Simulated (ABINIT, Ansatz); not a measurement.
## KBr (Fm-3m): from Born charge to LO-TO splitting

Aim: work out the LO frequency and the static dielectric constant of KBr (Fm-3m) from one linear-response run, then check them.

Calculated with ABINIT 10.8.3; DFT LDA, scalar-relativistic, plane waves, PseudoDojo norm-conserving pseudopotentials.

**1. The relaxed structure**

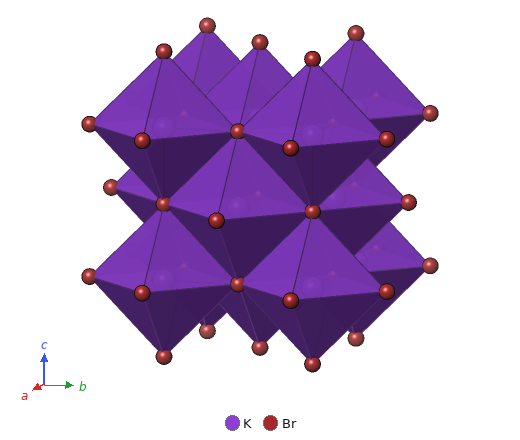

Start, viewed slightly off an axis; potassium purple, bromine red. This picture shows the conventional cell, with its axes. Some periodic images of atoms are drawn too.

Structure file:

```xyz
2
Lattice="-3.1851 0.0000 3.1851 0.0000 3.1851 3.1851 -3.1851 3.1851 0.0000" Properties=species:S:1:pos:R:3 pbc="T T T"
K     0.0000    0.0000    0.0000
Br   -3.1851    3.1851    3.1851
```

This is the cell after its relaxation at this level of theory, not the database cell from which that began.

**2. What the response run gave**

A linear-response run on the relaxed cell, with the response to an electric field; only its zone-centre results are used. Cutoff 32 Ha, k mesh 4×4×4 with shifts.

Numbers of over 12 decimals in the logs are rounded to 6 here.

The log of the run:

```text
[banners, grids, parts of the stress and lines that vanish by symmetry left out]
- input  file    -> dfpt_gamma.abi
- output file    -> dfpt_gamma.abo
- root for input  files -> dfpt_gammai
[...]
DATASET    1 : space group Fm -3 m (#225); Bravais cF (face-center cubic)
[...]
nfft =       91125          nkpt =         128
[...]
DATASET    2 : space group Fm -3 m (#225); Bravais cF (face-center cubic)
[...]
nfft =       91125          nkpt =         128
[...]
DATASET    3 : space group Fm -3 m (#225); Bravais cF (face-center cubic)
[...]
mpw =        3779          nfft =       91125          nkpt =         128
[...]
== DATASET  1 ==================================================================
[...]
cutoff_energies: {ecut:  32.0, pawecutdg:  -1.0, }
[...]
- 35.00000   7.00000  180309                  znucl, zion, pspdat
[...]
Perturbation : derivative vs k along direction   1
[...]
-ETOT  1  -12.532018484986     -1.253E+01 4.145E-02 0.000E+00
 ETOT  2  -12.586724930970     -5.471E-02 1.135E-03 0.000E+00
 ETOT  3  -12.587296170974     -5.712E-04 2.015E-05 0.000E+00
 ETOT  4  -12.587304030455     -7.859E-06 7.329E-07 0.000E+00
 ETOT  5  -12.587304164293     -1.338E-07 2.259E-08 0.000E+00
[...]
At SCF step   14   max residual=  9.98E-21 < tolwfr=  1.00E-20 =>converged.
[...]
Perturbation : derivative vs k along direction   2
[...]
-ETOT  1  -12.532018484767     -1.253E+01 4.145E-02 0.000E+00
[...]
At SCF step   14   max residual=  9.96E-21 < tolwfr=  1.00E-20 =>converged.
[...]
Perturbation : derivative vs k along direction   3
[...]
-ETOT  1  -12.532018484547     -1.253E+01 4.145E-02 0.000E+00
[...]
At SCF step   14   max residual=  9.98E-21 < tolwfr=  1.00E-20 =>converged.
[...]
1        1       1.3488785374   -0.0000000000
     1        2      -0.6744392687    0.0000000000
     1        3      -0.6744392687    0.0000000000
     2        1      -0.6744392687    0.0000000000
     2        2       1.3488785374   -0.0000000000
     2        3       0.6744392687   -0.0000000000
     3        1      -0.6744392687    0.0000000000
     3        2       0.6744392687   -0.0000000000
     3        3       1.3488785374   -0.0000000000
[...]
== DATASET  2 ==================================================================
[...]
cutoff_energies: {ecut:  32.0, pawecutdg:  -1.0, }
[...]
Perturbation : displacement of atom   1   along direction   1
[...]
1    4   1    4         2.7590983608        -0.0000000000
   1    4   2    4         0.0000000000        -0.0000000000
   1    4   3    4         0.0000000000        -0.0000000000
   2    4   1    4         0.0000000000        -0.0000000000
   2    4   2    4         2.7590983608        -0.0000000000
   2    4   3    4        -0.0000000000        -0.0000000000
   3    4   1    4         0.0000000000        -0.0000000000
   3    4   2    4        -0.0000000000        -0.0000000000
   3    4   3    4         2.7590983608        -0.0000000000
  Effective charges, in cartesian coordinates,
[...]
1    1   1    4         1.1020480772         0.0000000000
   2    1   1    4        -0.0000000000         0.0000000000
   3    1   1    4         0.0000000000         0.0000000000
   1    2   1    4        -1.1016702516         0.0000000000
   2    2   1    4        -0.0000000000         0.0000000000
[...]
Effective charges, in cartesian coordinates,
[...]
2    4   1    2        -0.0000000000         0.0000000000
   3    4   1    2         0.0000000000         0.0000000000
   1    4   2    2        -0.0000000000         0.0000000000
   2    4   2    2        -1.1016701813         0.0000000000
   3    4   2    2         0.0000000000         0.0000000000
   1    4   3    2         0.0000000000         0.0000000000
   2    4   3    2        -0.0000000000         0.0000000000
   3    4   3    2        -1.1016701813         0.0000000000
  Phonon wavevector (reduced coordinates) :  0.00000  0.00000  0.00000
 Phonon energies in Hartree :
[...]
Phonon frequencies in cm-1    :
-  3.711235E-01  3.711236E-01  3.711240E-01  1.300380E+02  1.300380E+02
-  1.300380E+02
  Phonon at Gamma, with non-analyticity in the
[...]
Phonon energies in Hartree :
[...]
Phonon frequencies in cm-1    :
-  3.711235E-01  3.711236E-01  3.713444E-01  1.300380E+02  1.300380E+02
-  1.722626E+02
  Phonon at Gamma, with non-analyticity in the
[...]
Phonon energies in Hartree :
[...]
Phonon frequencies in cm-1    :
-  3.711235E-01  3.711240E-01  3.713440E-01  1.300380E+02  1.300380E+02
-  1.722626E+02
  Phonon at Gamma, with non-analyticity in the
[...]
Phonon energies in Hartree :
[...]
Phonon frequencies in cm-1    :
-  3.711236E-01  3.711240E-01  3.713439E-01  1.300380E+02  1.300380E+02
-  1.722626E+02
[...]
== DATASET  3 ==================================================================
[...]
cutoff_energies: {ecut:  32.0, pawecutdg:  -1.0, }
[...]
1          1       -0.000000000       -0.000000000       -0.000000000
[...]
1          2       -0.000000000       -0.000000000       -0.000000000
[...]
1          3       -0.000000000       -0.000000000       -0.000000000
[...]
2          1       -0.000000000       -0.000000000       -0.000000000
[...]
2          2       -0.000000000       -0.000000000       -0.000000000
[...]
2          3       -0.000000000       -0.000000000       -0.000000000
[...]
strten2     0.0000000000E+00  0.0000000000E+00  0.0000000000E+00
           strten3     0.0000000000E+00  0.0000000000E+00  0.0000000000E+00
================================================================================
```

```tsv
quantity	value
cell volume Ω (Å³)	64.622
mass of K (u)	39.098
mass of Br (u)	79.904
Born charge of K, raw (e)	1.102
Born charge of Br, raw (e)	-1.102
ε∞	2.759
ω(TO) after the sum rule (cm⁻¹)	130.0
```

**3. The calculation**

The charges must sum to zero over the cell; taking off their mean, 0.000 e, leaves Z* = 1.102 e on K. In the polar mode K moves against Br, so the reduced mass is μ = 39.10 × 79.90 / 119.00 = 26.253 u.

A longitudinal wave builds up a field that adds to the restoring force: ω(LO)² = ω(TO)² + 4π Z*² / (μ Ω ε∞), in Hartree atomic units. With μ = 47855 electron masses and Ω = 436.09 bohr³ the second term is 2.6496e-07 Ha², or 12763 cm⁻² (1 Ha = 219474.6 cm⁻¹).

So ω(LO) = √(16910 + 12763) = 172.3 cm⁻¹, and by the Lyddane-Sachs-Teller relation ε₀ = ε∞ (ω(LO)/ω(TO))² = 4.84.

**4. Check against the program**

The analysis program adds the same non-analytic term to the full matrix.

The log of the run:

```text
[banners, grids, parts of the stress and lines that vanish by symmetry left out]
-outvars_anaddb: echo values of input variables ----------------------

 Flags :
[...]
Dielectric Tensor and Effective Charges
[...]
Effective charge tensors after
[...]
1          1       -0.000000000       -0.000000000       -0.000000000
[...]
1          2       -0.000000000       -0.000000000       -0.000000000
[...]
1          3       -0.000000000       -0.000000000       -0.000000000
[...]
2          1       -0.000000000       -0.000000000       -0.000000000
[...]
2          2       -0.000000000       -0.000000000       -0.000000000
[...]
2          3       -0.000000000       -0.000000000       -0.000000000
[...]
Phonon wavevector (reduced coordinates) :  0.00000  0.00000  0.00000
 Phonon energies in Hartree :
[...]
Phonon energies in meV     :
-  0.000000E+00  0.000000E+00  0.000000E+00  1.612252E+01  1.612252E+01
-  1.612252E+01
 Phonon frequencies in cm-1    :
-  0.000000E+00  0.000000E+00  0.000000E+00  1.300369E+02  1.300369E+02
-  1.300369E+02
 Phonon frequencies in Thz     :
-  0.000000E+00  0.000000E+00  0.000000E+00  3.898409E+00  3.898409E+00
-  3.898409E+00
 Phonon energies in Kelvin  :
-  0.000000E+00  0.000000E+00  0.000000E+00  1.870941E+02  1.870941E+02
-  1.870941E+02
[...]
-  1  0.00000000E+00  0.00000000E+00 -2.14704983E-03
-     0.00000000E+00  0.00000000E+00  0.00000000E+00
-  2  0.00000000E+00  0.00000000E+00 -2.14705091E-03
-     0.00000000E+00  0.00000000E+00  0.00000000E+00
[...]
-  1  0.00000000E+00  2.14704983E-03  0.00000000E+00
-     0.00000000E+00  0.00000000E+00  0.00000000E+00
-  2  0.00000000E+00  2.14705091E-03  0.00000000E+00
-     0.00000000E+00  0.00000000E+00  0.00000000E+00
[...]
-  1  2.14704984E-03  0.00000000E+00  0.00000000E+00
-     0.00000000E+00  0.00000000E+00  0.00000000E+00
-  2  2.14705091E-03  0.00000000E+00  0.00000000E+00
-     0.00000000E+00  0.00000000E+00  0.00000000E+00
[...]
-  1  0.00000000E+00 -2.91874024E-07 -3.06935883E-03
-     0.00000000E+00  0.00000000E+00  0.00000000E+00
-  2  0.00000000E+00  1.42818537E-07  1.50188542E-03
-     0.00000000E+00  0.00000000E+00  0.00000000E+00
[...]
-  1  0.00000000E+00  3.06935883E-03 -2.91873088E-07
-     0.00000000E+00  0.00000000E+00  0.00000000E+00
-  2  0.00000000E+00 -1.50188542E-03  1.42818080E-07
-     0.00000000E+00  0.00000000E+00  0.00000000E+00
[...]
-  1  3.06935885E-03  0.00000000E+00  0.00000000E+00
-     0.00000000E+00  0.00000000E+00  0.00000000E+00
-  2 -1.50188542E-03  0.00000000E+00  0.00000000E+00
[...]
-  2.135721E+01
 Phonon frequencies in cm-1    :
-  0.000000E+00  0.000000E+00  0.000000E+00  1.300369E+02  1.300369E+02
-  1.722575E+02
 Phonon frequencies in Thz     :
-  0.000000E+00  0.000000E+00  0.000000E+00  3.898409E+00  3.898409E+00
-  5.164150E+00
 Phonon energies in Kelvin  :
-  0.000000E+00  0.000000E+00  0.000000E+00  1.870941E+02  1.870941E+02
-  2.478401E+02
[...]
-  1  0.00000000E+00  0.00000000E+00 -2.14704983E-03
[...]
-  2  0.00000000E+00  0.00000000E+00 -2.14705091E-03
[...]
Phonon at Gamma, with non-analyticity in the
[...]
Phonon energies in Hartree :
[...]
Phonon energies in meV     :
-  0.000000E+00  0.000000E+00  0.000000E+00  1.612252E+01  1.612252E+01
-  2.135721E+01
 Phonon frequencies in cm-1    :
-  0.000000E+00  0.000000E+00  0.000000E+00  1.300369E+02  1.300369E+02
-  1.722575E+02
 Phonon frequencies in Thz     :
-  0.000000E+00  0.000000E+00  0.000000E+00  3.898409E+00  3.898409E+00
-  5.164150E+00
 Phonon energies in Kelvin  :
-  0.000000E+00  0.000000E+00  0.000000E+00  1.870941E+02  1.870941E+02
-  2.478401E+02
[...]
Phonon at Gamma, with non-analyticity in the
[...]
Phonon energies in Hartree :
[...]
Phonon energies in meV     :
-  0.000000E+00  0.000000E+00  0.000000E+00  1.612252E+01  1.612252E+01
-  2.135721E+01
 Phonon frequencies in cm-1    :
-  0.000000E+00  0.000000E+00  0.000000E+00  1.300369E+02  1.300369E+02
-  1.722575E+02
 Phonon frequencies in Thz     :
-  0.000000E+00  0.000000E+00  0.000000E+00  3.898409E+00  3.898409E+00
-  5.164150E+00
 Phonon energies in Kelvin  :
-  0.000000E+00  0.000000E+00  0.000000E+00  1.870941E+02  1.870941E+02
-  2.478401E+02
[...]
-  1  1.10706055E-06 -2.14704709E-03 -3.31663922E-06
[...]
-  2  1.10721592E-06 -2.14704802E-03 -3.31648607E-06
[...]
-  1  2.14704950E-03  1.10600119E-06  8.21289320E-07
[...]
-  2  2.14705042E-03  1.10584695E-06  8.21134939E-07
[...]
-  1  3.39089071E-04  1.98086143E-03 -2.31995050E-03
[...]
-  2 -1.65921600E-04 -9.69266565E-04  1.13518817E-03
[...]
-  1  2.48307493E-03 -1.53519721E-03 -9.47877715E-04
[...]
-  2 -1.21500750E-03  7.51196073E-04  4.63811432E-04
[...]
-         0.000000000       0.000000000       0.000000000
-         0.000000000       0.000000000       0.000000000
[...]
-         0.000000000       0.000000000       0.000000000
-         0.000000000       0.000000000       0.000000000
-         0.000000000       0.000000000       0.000000000
[...]
-         0.000000000       0.000000000       0.000000000
-         0.000000000       0.000000000       0.000000000
-         0.000000000       0.000000000       0.000000000
[...]
Direction                     Dielectric constant
[...]
0.00000   0.00000   1.00000      4.84161279
   1.00000   1.00000   1.00000      4.84161279
-
```

```tsv
quantity	by hand	program
ω(LO) (cm⁻¹)	172.3	172.3
ε₀	4.84	4.84
```

**5. What came out**

| Item | Value |
| --- | --- |
| TO mode | 130.0 cm⁻¹ |
| LO mode | 172.3 cm⁻¹ |
| static dielectric constant | 4.842 |

**Reading.** The LO mode of KBr (Fm-3m) lies at 172 cm⁻¹, 42 cm⁻¹ above the TO mode; the formula meets the program within 0.1 cm⁻¹, as it must for a cubic crystal with one polar mode. ω(LO)² − ω(TO)² goes with Z*²/ε∞: an error of 5 % in ε∞ would move the LO mode by 1.8 cm⁻¹, and semilocal functionals tend to overestimate ε∞. These are harmonic values at zero temperature, at the volume of this functional, for the structure held cubic; stability elsewhere in the zone is no part of this calculation.

[Host names and launcher messages were left out of these logs when they were recorded.]

[Logs are printed without paths, hosts, clocks, repeated set-up lines and the standing remarks that a program may print on its own settings, such as how far it seeks lower states.]

[Hosts, paths, dates, database ids (printed as entryN), source tags and the programs' standing remarks are cut or masked in the printed files.]
